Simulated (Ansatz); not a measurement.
**triplet CH4FGeN: levels of theory compared**

Aim: a comparison of 6 runs (UB3LYP/6-31G*, UBHLYP/6-31G*, UPBE-QIDH/6-31G*, UPBE0/6-31G*, RPA@PBE0/6-31G*, UCCSD(T)/6-31G*) of triplet CH4FGeN. 

The results are computed with Ansatz 0.2.0.

128 further runs of the same task are left out: 128 set aside as unsound or not needed. Runs told in other sessions of the task aren't counted.

## Step 1: The molecule

CH4FGeN: 8 atoms, total charge 0, spin state triplet. SMILES of the parent species: `[H]/N=[C](/F)[GeH3]`. The coordinates come from a PBE0-D4/def2-TZVP relaxation. That shape belongs to the parent species and isn't relaxed for this state.

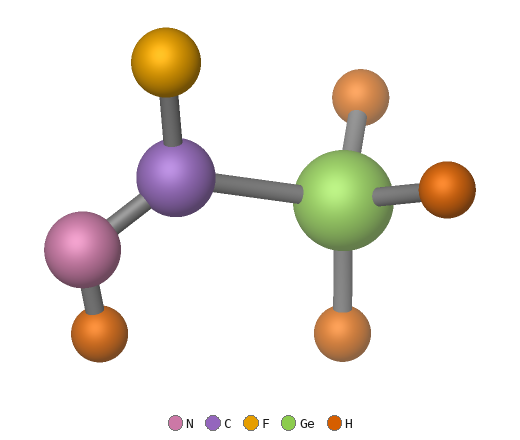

The structure, seen from a chosen angle (nitrogen pink, carbon purple, fluorine amber, germanium green, hydrogen orange).

## Step 2: A single-point energy at UB3LYP/6-31G(d) (spherical functions) (run 1)

molecule.yaml reads:

```yaml
crystal:
  periodic: [false, false, false]
  atoms:
    - symbol: "N"
      position_ang: [1.895900, 0.222300, -0.348500]
    - symbol: C
      position_ang: [0.908100, 0.027300, 0.385600]
    - symbol: F
      position_ang: [1.137400, -0.127100, 1.702400]
    - symbol: Ge
      position_ang: [-1.019900, -0.103800, -0.035500]
    - symbol: H
      position_ang: [1.617200, 0.325400, -1.319900]
    - symbol: H
      position_ang: [-1.766200, 1.006900, 0.710300]
    - symbol: H
      position_ang: [-1.149700, 0.071600, -1.553900]
    - symbol: H
      position_ang: [-1.530700, -1.479600, 0.403700]
basis:
  gaussian:
    orbitals: 6-31G_st_-spherical.json
magnetization:
  spin_polarized: true
  initial_magnetization: 2
hamiltonian:
  xc: {name: B3LYP}
accuracy: high
output:
  orbitals: {seedname: orbitals}
```

The basis set 6-31G* is read from a file made from the Basis Set Exchange's data (not shown).

Command:

```
$ ansatz run molecule.yaml --threads 1 --pin off --max-ram 3480MiB --events-out events.jsonl --progress --plain --runs-dir runs
```

Standard output:

```text
Warning: RAYON_NUM_THREADS=1 ignored (pool sized by the plan → 1); use --threads N
Functional definition: B3LYP
  name "B3LYP"
  parameter a0 = 0.2
  parameter ax = 0.72
  parameter ac = 0.81
  exchange = (1 - a0 - ax)*slater_x + ax*b88_x + a0*exact_x
  correlation = (1 - ac)*vwn_rpa_c + ac*lyp_c
1829 factors; integrals over basis functions are off by at most 1.6e-8 eV
mean field evaluation 1: about -61809.3612 eV, gradient 3.4e1 eV
mean field evaluation 2: about -61782.7189 eV, gradient 7.2e1 eV
mean field evaluation 4: about -61814.2141 eV, gradient 7.8e0 eV
mean field evaluation 8: about -61814.6186 eV, gradient 6.2e-1 eV
mean field evaluation 16: about -61814.6207 eV, gradient 8.3e-4 eV
mean field evaluation 32: about -61814.6207 eV, gradient 3.7e-7 eV
mean field -61814.62071865 eV, -2271.6454119556 hartree, gradient 9.6e-8 eV, S^2 2.006211; 2 other end points of the search recorded, 0 dependent functions left out
reference -61814.62075769 eV, -2271.6454133905 hartree; 30, 28 occupied and 52, 54 virtual orbitals, 1829 factors
Total energy: -61814.62075769 eV, -2271.6454133905 hartree
```

Run time: 38 s. Hardware: 1 thread of Arm Neoverse N1, shared host; peak memory 0.43 GiB.

## Step 3: The energy at UBHLYP/6-31G(d) (spherical functions) (run 2)

run.yaml reads:

```yaml
crystal:
  periodic: [false, false, false]
  atoms:
    - {symbol: "N", position_ang: [1.895900, 0.222300, -0.348500]}
    - {symbol: C, position_ang: [0.908100, 0.027300, 0.385600]}
    - {symbol: F, position_ang: [1.137400, -0.127100, 1.702400]}
    - {symbol: Ge, position_ang: [-1.019900, -0.103800, -0.035500]}
    - {symbol: H, position_ang: [1.617200, 0.325400, -1.319900]}
    - {symbol: H, position_ang: [-1.766200, 1.006900, 0.710300]}
    - {symbol: H, position_ang: [-1.149700, 0.071600, -1.553900]}
    - {symbol: H, position_ang: [-1.530700, -1.479600, 0.403700]}
basis:
  gaussian:
    orbitals: 6-31G_st_-spherical.json
magnetization:
  spin_polarized: true
  initial_magnetization: 2
hamiltonian:
  xc: {name: BHLYP}
accuracy: high
output:
  orbitals: {seedname: orbitals}
```

The basis set 6-31G* is read from a file made from the Basis Set Exchange's data (not shown).

Command:

```
$ ansatz run run.yaml --threads 1 --pin off --max-ram 3480MiB --events-out events.jsonl --progress --plain --runs-dir runs
```

Standard output:

```text
Warning: RAYON_NUM_THREADS=1 ignored (pool sized by the plan → 1); use --threads N
Functional definition: BHLYP
  name "BHLYP"
  parameter a = 0.5
  exchange = (1 - a)*b88_x + a*exact_x
  correlation = lyp_c
1829 factors; integrals over basis functions are off by at most 1.6e-8 eV
mean field evaluation 1: about -61806.8743 eV, gradient 2.6e1 eV
mean field evaluation 2: about -61805.7724 eV, gradient 3.1e1 eV
mean field evaluation 4: about -61810.0218 eV, gradient 2.8e0 eV
mean field evaluation 8: about -61810.1592 eV, gradient 2.6e-1 eV
mean field evaluation 16: about -61810.1607 eV, gradient 1.3e-3 eV
mean field evaluation 32: about -61810.1607 eV, gradient 2.4e-6 eV
mean field -61810.16067820 eV, -2271.4815084921 hartree, gradient 4.9e-8 eV, S^2 2.010797; 2 other end points of the search recorded, 0 dependent functions left out
reference -61810.16070461 eV, -2271.4815094626 hartree; 30, 28 occupied and 52, 54 virtual orbitals, 1829 factors
Total energy: -61810.16070461 eV, -2271.4815094626 hartree
```

It took 48 s on 1 thread of Arm Neoverse N1, shared host; peak memory 0.46 GiB.

Runs 3 to 5 aren't shown in full; the table further down has their settings and results.

## Step 4: A single-point energy at UCCSD(T)/6-31G(d) (spherical functions) (run 6)

in.yaml reads:

```yaml
basis:
  gaussian:
    orbitals: 6-31G_st_-spherical.json
crystal:
  periodic: [false, false, false]
  atoms:
    - {symbol: N, position_ang: [1.895900, 0.222300, -0.348500]}
    - {symbol: C, position_ang: [0.908100, 0.027300, 0.385600]}
    - {symbol: F, position_ang: [1.137400, -0.127100, 1.702400]}
    - {symbol: Ge, position_ang: [-1.019900, -0.103800, -0.035500]}
    - {symbol: H, position_ang: [1.617200, 0.325400, -1.319900]}
    - {symbol: H, position_ang: [-1.766200, 1.006900, 0.710300]}
    - {symbol: H, position_ang: [-1.149700, 0.071600, -1.553900]}
    - {symbol: H, position_ang: [-1.530700, -1.479600, 0.403700]}
magnetization:
  spin_polarized: true
  initial_magnetization: 2
correlation:
  method: ccsd_t
  frozen_orbitals: {C: 1, F: 1, Ge: 9, H: 0, "N": 1}
accuracy: high
scf:
  omitted_lower_state_checks: [cluster_reference, increment]
```

The basis set 6-31G* is read from a file made from the Basis Set Exchange's data (not shown).

Command:

```
$ ansatz run in.yaml --threads 1 --pin off --max-ram 3480MiB --events-out events.jsonl --progress --plain --runs-dir runs
```

Standard output:

```text
Warning: RAYON_NUM_THREADS=1 ignored (pool sized by the plan → 1); use --threads N
[... 13 lines left out ...]
12 core orbitals not correlated: weight in the atoms' cores, before any rotation towards them, 1.000 or more for the frozen orbitals, at most 0.000 for the correlated occupied ones
[... 40 lines left out ...]
Total energy: -61760.24015459 eV, -2269.6469630869 hartree
Checks for a lower state left out: cluster_reference, increment
```

Run time: 3.5 min. Hardware: 1 thread of Arm Neoverse N1, shared host; peak memory 0.81 GiB.

## Step 5: All runs side by side

| run | level | frozen core orbitals | energy (Eh) | HOMO energy (eV) | ⟨S²⟩ | wall time |
| --- | --- | --- | --- | --- | --- | --- |
| 1 | UB3LYP/6-31G* (spherical functions) | – | -2271.645413 | -2.65 | 2.006 | 38 s |
| 2 | UBHLYP/6-31G* (spherical functions) | – | -2271.481509 | -4.22 | 2.011 | 48 s |
| 3 | UPBE-QIDH/6-31G* (spherical functions) | 12 | -2270.705687 | -5.27 | 2.014 | 64 s |
| 4 | UPBE0/6-31G* (spherical functions) | – | -2271.133982 | -2.94 | 2.007 | 43 s |
| 5 | RPA@PBE0/6-31G* (spherical functions) | 12 | -2269.843502 | – | 2.007 | 65 s |
| 6 | UCCSD(T)/6-31G* (spherical functions) | 12 | -2269.646963 | – | 2.024 | 3.5 min |

## Step 6: Outcome

| quantity | value |
| --- | --- |
| run 6: total energy | -2269.64696 Eh |
| run 6: correlation energy (12 core orbitals frozen) | -686.0 mEh |
| run 6: (T) correction | -15.35 mEh |
| run 6: ⟨S²⟩ of the reference determinant | 2.024 |
| run 6: T1 diagnostic | 0.018 |

In words: Totals of different functionals can't be ranked against each other. All runs together took 7.8 min, the longest 3.5 min.
